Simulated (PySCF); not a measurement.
Input file:

```
{"job": {"kind": "nmr", "xc": "PBE0", "basis": "pcSseg-2"}, "charge": 0, "multiplicity": 1}
C      2.091831    -0.441573    -0.214128
C      1.026151    -0.838964     0.474105
P     -0.385888     0.169882     0.977533
C     -0.267380     1.586962    -0.179906
C     -1.740279    -0.792968     0.183768
H      2.927216    -1.108046    -0.401348
H      2.178460     0.563148    -0.613493
H      1.003080    -1.856946     0.861941
H      0.557113     2.239386     0.113129
H     -1.188588     2.168708    -0.108655
H     -0.124128     1.267553    -1.215768
H     -1.561777    -0.960754    -0.880881
H     -1.840356    -1.757363     0.685567
H     -2.680916    -0.253302     0.311643
```

Launched as:

```sh
OMP_NUM_THREADS=2 python probes_run.py task.json out
```

Geometry: PBE0-D3(BJ)/def2-TZVP.

Method: PBE0/pcSseg-2, SCF density, gas phase, non-relativistic (PySCF 2.14.0).

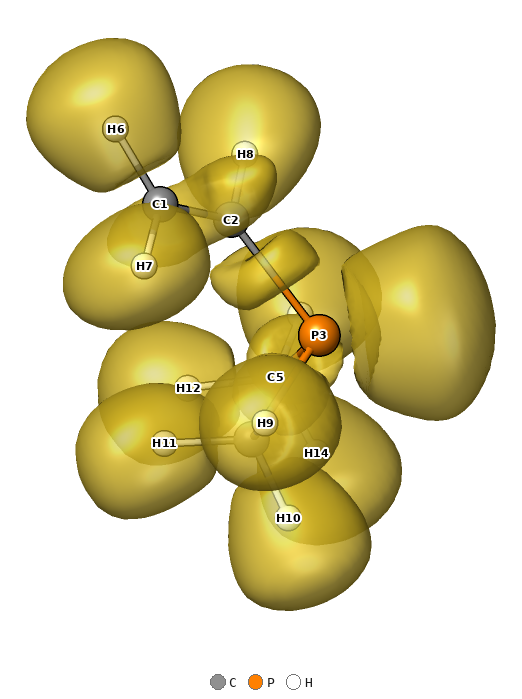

C4H9P (SMILES C=CP(C)C). Isosurface of the ELF at 0.75 (yellow), seen at an oblique angle. Only the valence region is drawn (cores and ρ < 0.01 e/Å³ removed).

> What do the ELF domains correspond to?

The surface consists of one region between bonded C–C atoms (shared pairs), three regions between bonded C–P atoms (shared pairs), nine regions around hydrogen nuclei and one lobe on P, pointing away from the bonds (lone pairs).

Values along the shortest contacts:
C–C (1.33 Å): the ELF peaks at about 0.90 between the atoms (a multiple bond). C–P (1.81 Å): the ELF peaks at about 0.95 between the atoms, as expected for localised, covalent bonding.
